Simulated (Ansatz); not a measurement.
# CH₄F₂GeO: single-point calculation

- system: CH₄F₂GeO, SMILES FC(F)[O][GeH3]
- method: RKS PBE0/6-31G* (Ansatz 0.2.0)

Some settings of this run were made unusual or wrong on purpose. The geometry comes from this level: PBE0-D4/def2-TZVP. Figures and captions count atoms from 1; the log counts them from 0 in places.

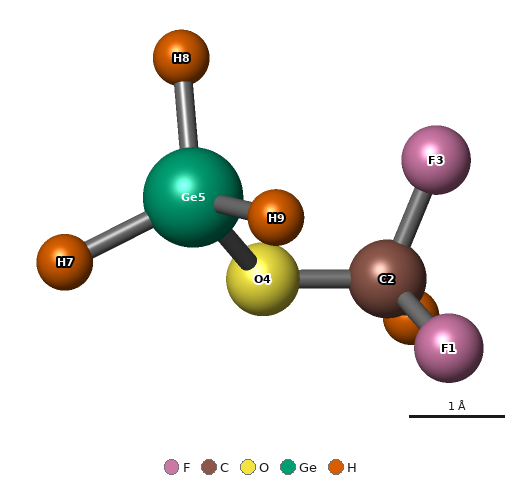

Figure 1. The structure as given in the input (ball-and-stick view, seen at a tilt; atoms are numbered from 1 in the order of the input). Sticks mark near contacts. Bond lengths as drawn: C–F 1.36 to 1.37 Å, C–H 1.09 Å, C–O 1.33 Å, Ge–H 1.53 Å and Ge–O 1.82 Å.

The input:
```yaml
crystal:
  periodic: [false, false, false]
  atoms:
    - {symbol: F, position_ang: [1.422861, -1.110017, 0.923827]}
    - {symbol: C, position_ang: [1.353765, -0.247920, -0.127787]}
    - {symbol: F, position_ang: [1.505683, 0.995849, 0.416484]}
    - {symbol: O, position_ang: [0.198520, -0.357732, -0.779781]}
    - {symbol: Ge, position_ang: [-1.362382, 0.190655, -0.027399]}
    - {symbol: H, position_ang: [2.201608, -0.442725, -0.789419]}
    - {symbol: H, position_ang: [-2.394118, -0.576165, -0.854873]}
    - {symbol: H, position_ang: [-1.465666, 1.705193, -0.229427]}
    - {symbol: H, position_ang: [-1.371871, -0.203536, 1.451475]}
basis:
  gaussian: {orbitals: "6-31G*", point_charges: [{charge: 1.00, position_ang: [5.183, 0.094, 0.424]}]}
hamiltonian: {xc: {name: PBE0}, dispersion: d4}
scf: {lower_state_search: full}
output: {forces: true}
```

Run on 4 threads of Arm Neoverse V2, 23 GiB of memory available, shared host.

Run as:
```bash
ansatz run in.yaml --threads 4 --pin off --events-out ev --progress --plain --max-ram 10444MiB
```

Log:
```
Functional definition: PBE0
  name "PBE0"
  cite "Adamo & Barone, J. Chem. Phys. 110, 6158 (1999) doi:10.1063/1.478522"
  cite "Perdew, Burke & Ernzerhof, Phys. Rev. Lett. 77, 3865 (1996) doi:10.1103/PhysRevLett.77.3865"
  parent pbe
  parameter a = 0.25
  parameter kappa = 0.804
  parameter beta = 0.06672455060314922
  exchange = (1 - a)*pbe_x(kappa = kappa, mu = beta*pi^2/3) + a*exact_x
  correlation = pbe_c(beta = beta)
961 factors; integrals over basis functions are off by at most 9.3e-4 eV
mean field evaluation 1: about -65074.7902 eV, gradient 4.6e1 eV
mean field evaluation 2: about -65074.9377 eV, gradient 4.6e1 eV
mean field evaluation 4: about -65078.0140 eV, gradient 7.4e0 eV
mean field evaluation 8: about -65078.1089 eV, gradient 4.7e-1 eV
mean field evaluation 16: about -65078.1093 eV, gradient 1.0e-4 eV
mean field -65078.10931415 eV, -2391.5764057681 hartree, gradient 1.3e-5 eV, S^2 0.000000; 0 other end points of the search recorded, 0 dependent functions left out
the calculation of the forces begins
reference -65078.10934007 eV, -2391.5764067208 hartree; 34, 34 occupied and 69, 69 virtual orbitals, 961 factors
Total energy: -65078.24228494 eV, -2391.5812923545 hartree
Atom 0 at     1.422861    -1.110017     0.923827 Å, force     0.289777    -0.036312     0.078850 eV/Å
Atom 1 at     1.353765    -0.247920    -0.127787 Å, force    -1.185413    -0.107578    -0.050314 eV/Å
Atom 2 at     1.505683     0.995849     0.416484 Å, force     0.333292     0.178154     0.090895 eV/Å
Atom 3 at     0.198520    -0.357732    -0.779781 Å, force     1.013729    -0.165887    -0.194313 eV/Å
Atom 4 at    -1.362382     0.190655    -0.027399 Å, force    -0.641244     0.166647     0.184380 eV/Å
Atom 5 at     2.201608    -0.442725    -0.789419 Å, force     0.109349    -0.052688    -0.206213 eV/Å
Atom 6 at    -2.394118    -0.576165    -0.854873 Å, force     0.025608    -0.033299    -0.021265 eV/Å
Atom 7 at    -1.465666     1.705193    -0.229427 Å, force     0.051458     0.058076    -0.006383 eV/Å
Atom 8 at    -1.371871    -0.203536     1.451475 Å, force     0.064512    -0.026277     0.062428 eV/Å
Dipole moment:    -0.551107     0.071421    -0.088995 e Å
```

Outcome:

```tsv
quantity	value
outcome	converged
total energy	−65078.2423 eV
mean-field energy	−65078.1093 eV
dispersion energy	−0.1329 eV
SCF solution under orbital rotations	stable
largest force (length of the vector)	1.191 eV/Å
dipole moment	2.70 D
wall time	1.6 s (CPU time 5.5 s)
peak memory	0.21 GiB
```

What went wrong:

This input holds a deliberate fault: damping. The program still converged, but the numbers can't be taken as results for the intended system.
